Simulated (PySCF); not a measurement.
# CH7S2Si (H2Si ... H2S ... CH3S): the cost of one run

Programs: PySCF 2.14.0, with routines of our own; each step states its level. All values are computed. Atoms count from 0.

### 1 The system as given

11 atoms, charge 0, high-spin multiplicity 4; geometry from: GFN2-xTB fragments, placed rigidly.

The system (radical pair across a spacer): H2Si···H2S···CH3S. The radical centres are 6.81 Å apart, face to face; the spin sites are atoms 0, 1, 2 (2 unpaired) and atoms 3, 4, 5, 6, 7 (1 unpaired).

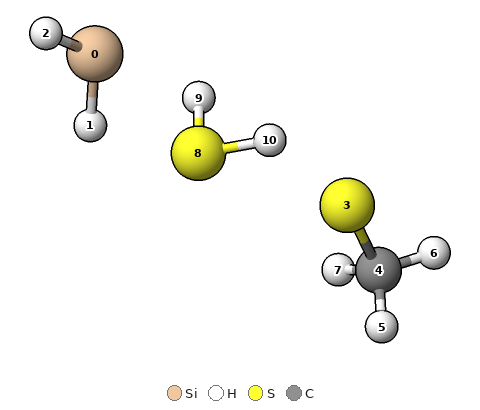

The starting geometry (silicon light orange, hydrogen white, sulfur yellow, carbon grey).

### 2 Magnetic exchange: CASSCF and SC-NEVPT2/def2-SVP (3,3)

What the job is given:

```
{"job": {"kind": "cas", "basis": "def2-SVP", "active": "magnetic", "zfs": false}, "charge": 0, "high_spin_multiplicity": 4, "spin_sites": [[[0, 1, 2], 2], [[3, 4, 5, 6, 7], 1]]}
Si    -0.747900     0.124400    -4.035800
H      0.522900    -0.559700    -4.035800
H     -2.018600    -0.559700    -4.035800
S     -0.747900     0.124400     2.778000
C      1.044400     0.124400     2.778100
H      1.396800    -0.622700     3.484800
H      1.396900     1.110000     3.071600
H      1.397000    -0.114200     1.777900
S     -0.747900    -0.488000    -0.594200
H     -0.747900     0.430500    -1.551900
H     -0.747900     0.430600     0.362900
```

With the program's defaults for keys left out, this is: CASSCF and SC-NEVPT2/def2-SVP spin states, gas phase.

The run is started by

```console
> OMP_NUM_THREADS=1 python exch_run.py task.json out
```

The driver reads the jobs from task.json and runs them one after another.

**Question.** How long does this first job take on 1 thread of Arm Neoverse V1, shared host, and how much memory does it need?

About 4.7 s, with a peak of 0.27 GiB.
